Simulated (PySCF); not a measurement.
# C3H8FSi, doublet, SMILES `C[CH]C[SiH2]F`: electronic structure

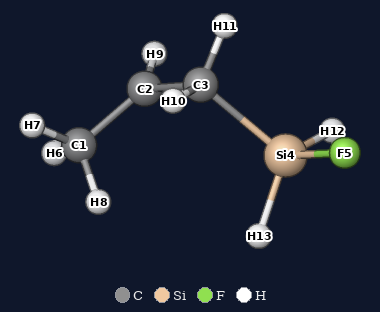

The molecule, with its atoms numbered as below. No frequency check shows the geometry to be a minimum.

Geometry (Å), atoms numbered from 1:

```
C1       2.5406    0.4796    0.3234
C2       1.6365   -0.4259   -0.4197
C3       0.3668   -0.8740    0.1656
Si4     -1.0236    0.3704   -0.2844
F5      -2.3986   -0.1074    0.4210
H6       3.2647    0.9487   -0.3388
H7       3.0989   -0.0609    1.0979
H8       1.9746    1.2604    0.8389
H9       1.8660   -0.6892   -1.4364
H10      0.4435   -0.9362    1.2531
H11      0.0851   -1.8593   -0.2104
H12     -1.3139    0.3539   -1.7083
H13     -0.7651    1.6849    0.2816
```

### 1. Bonding charge

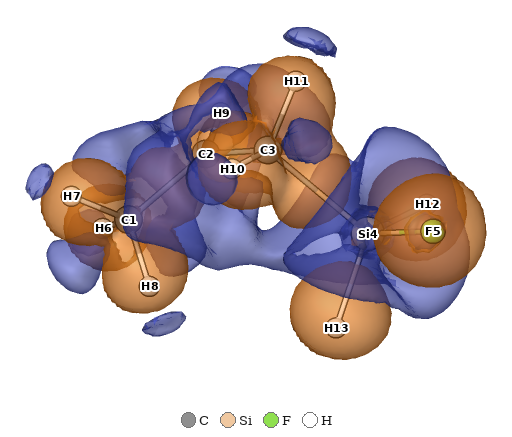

Deformation density (molecule less spherical, spin-averaged free atoms at the same positions), surfaces at ±0.04 e/Å³; orange: gain, blue: loss.

Level of theory: PBE0/def2-TZVP (PySCF), at a geometry from GFN2-xTB. The stability of the open-shell solution wasn't checked. GFN2-xTB doesn't know the spin state, so this open-shell geometry is rough.

> Describe the bonding that the map shows.

The five largest and four smallest: C2–H9: +0.76 e/Å³ at the bond critical point (bond length 1.07 Å, Mayer order 1.0). C1–H6: +0.71 e/Å³ at the bond critical point (bond length 1.09 Å, Mayer order 1.0). C1–H8: +0.69 e/Å³ at the bond critical point (bond length 1.09 Å, Mayer order 1.0). C3–H11: +0.68 e/Å³ at the bond critical point (bond length 1.09 Å, Mayer order 0.9). C3–H10: +0.68 e/Å³ at the bond critical point (bond length 1.09 Å, Mayer order 0.9). Si4–H12: +0.26 e/Å³ at the bond critical point (bond length 1.45 Å, Mayer order 0.9). Si4–H13: +0.26 e/Å³ at the bond critical point (bond length 1.45 Å, Mayer order 0.9). C3–Si4: +0.19 e/Å³ at the bond critical point (bond length 1.92 Å, Mayer order 1.0). Si4–F5: +0.06 e/Å³ at the bond critical point (bond length 1.62 Å, Mayer order 1.1); up to 0.6 Å beside the axis the gain reaches +0.32 e/Å³. In all, 2.9 electrons gather in the regions of gain relative to the promolecule. A small or negative value marks a very polar bond, one between electron-rich atoms, whose free-atom densities already overlap strongly, a long bond to a heavier atom, or a closed-shell contact such as a hydrogen bond.

### 2. Bond critical points

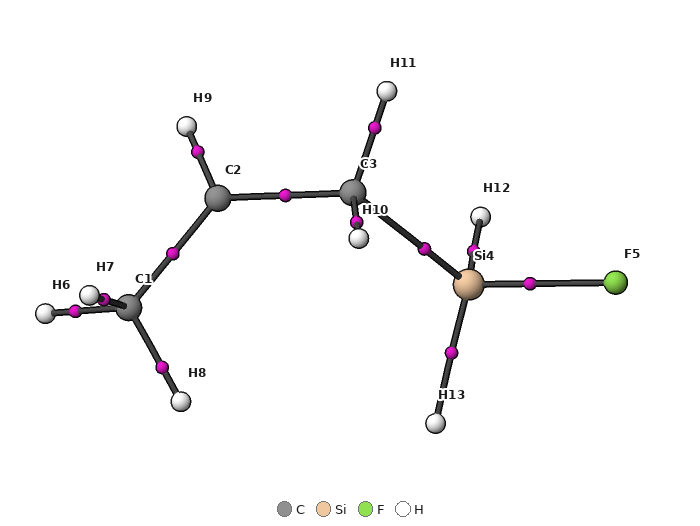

Molecular graph of the electron density (QTAIM): bond paths, bond critical points (magenta), ring points (cyan, if any); weak paths are dashed.

> How many critical points of each kind are there, and does the count close?

13 nuclei, 12 bond, 0 ring and 0 cage critical points: 13 − 12 + 0 − 0 = 1, as the Poincaré–Hopf relation requires.

> What does the calculation give at each kind of bond critical point?

| bond | length (Å) | ρ (a.u.) | ∇²ρ (a.u.) | ε | H (a.u.) |
| --- | --- | --- | --- | --- | --- |
| C2–H9 | 1.075 | 0.289 | −1.02 | 0.05 | −0.299 |
| C1–H6 | 1.088 | 0.280 | −0.96 | 0.01 | −0.283 |
| C1–H8 | 1.093 | 0.274 | −0.93 | 0.01 | −0.275 |
| C3–H11 | 1.092 | 0.274 | −0.92 | 0.03 | −0.274 |
| C3–H10 | 1.092 | 0.273 | −0.91 | 0.03 | −0.274 |
| C1–H7 | 1.097 | 0.271 | −0.90 | 0.01 | −0.269 |
| C2–C3 | 1.468 | 0.270 | −0.71 | 0.11 | −0.254 |
| C1–C2 | 1.480 | 0.267 | −0.71 | 0.07 | −0.247 |
| Si4–F5 | 1.618 | 0.132 | +0.93 | 0.00 | −0.038 |
| Si4–H12 | 1.453 | 0.130 | +0.18 | 0.04 | −0.084 |
| Si4–H13 | 1.454 | 0.130 | +0.18 | 0.04 | −0.084 |
| C3–Si4 | 1.919 | 0.116 | +0.10 | 0.06 | −0.073 |

> What kind of interaction is C2–H9?

Shared-shell (covalent): ρ = 0.289, ∇²ρ = −1.02, H = −0.299 a.u.

### 3. Local ionisation energy

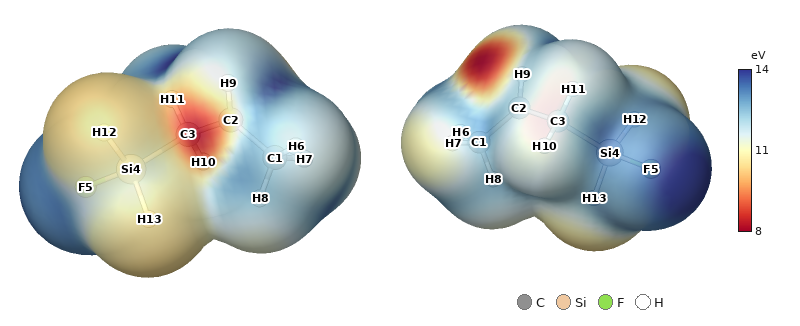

Average local ionisation energy on the surface of electron density 0.001 a.u. (back view left, front view right).

> Where are the most loosely bound electrons on this surface?

The lowest value is 8.1 eV, over C2, off the plane of its three bonds (2.0 Å). Further minima include 8.2 eV, over C2, off the plane of its three bonds (2.1 Å); 10.3 eV, 1.5 Å from H12; 10.4 eV, 1.5 Å from H13. For comparison, the highest occupied orbital lies at −5.3 eV.

> What volume does the surface enclose, and what is the dipole moment?

About 130 Å³; the dipole moment is 1.8 D.

### 4. Spin density

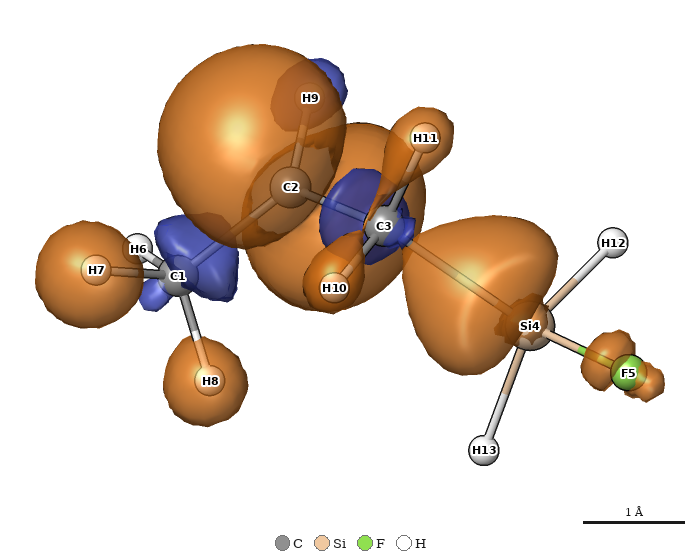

Spin density ρα − ρβ at ±0.02 e/Å³ (orange: excess α, blue: excess β).

> How is the spin shared among the atoms?

Hirshfeld spin populations: C2 +0.63, Si4 +0.08, C3 +0.06, C1 +0.05 and H9 +0.05. ⟨S²⟩ = 0.76, against 0.75 for a pure state. The picture also shows regions of β spin from spin polarisation; the Hirshfeld sums, whose atoms overlap, net them against the α spin of neighbours.

### 5. In an electric field

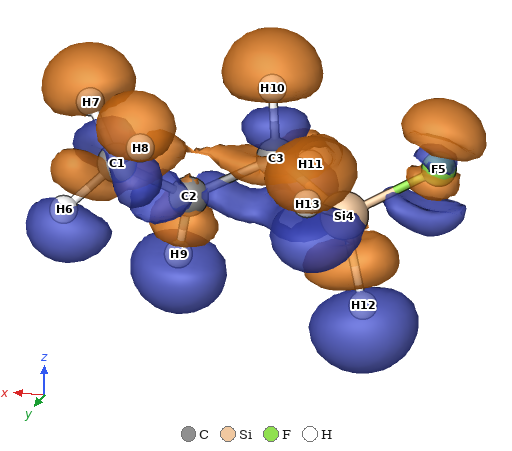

Change of the electron density in a uniform field of 0.21 V/Å, surfaces at ±0.0015 e/Å³ (orange: gain, blue: loss).

Method: ωB97X/def2-SVPD; geometry: GFN2-xTB; program: PySCF. The stability of the open-shell solution wasn't checked. GFN2-xTB doesn't know the spin state, so this open-shell geometry is rough.

The field was applied in both directions; the picture shows the one opposite to the script's first.

> Along which Cartesian direction does the field point?

Along −z: electrons gather on the +z side, against the field.

> What dipole is induced, and what polarisability does it imply?

The induced dipole is 0.58 D (along the field); α along this axis, from the fields in both directions, is 57 bohr³ (8.5 Å³).

The PySCF runs shown took 78 s and 2.5 min on 1 thread of Arm Neoverse V1, on a shared host.
